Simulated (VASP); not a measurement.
Band structure of TaP (relaxed from the zinc blende structure, space group F-43m). Method: PBEsol GGA, VASP's PBE PAW potentials (set 64) (plane waves; VASP).

Unless said otherwise, spin-orbit coupling is left out, though it shifts the bands of the heavy elements here.

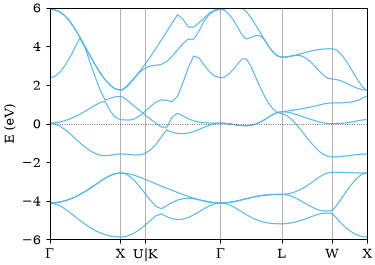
Bands along high-symmetry lines, zero at the valence-band maximum or, without a gap, the Fermi level

Read the plot: is there a gap, and where are the band edges?

It has no gap at this level: it comes out as a metal or semimetal. (Edges off the drawn lines would not show.)

The structure was generated: TaP was put into the zinc blende type (F-43m), which need not be its known phase. It was relaxed first, which changed the volume by -36 %.
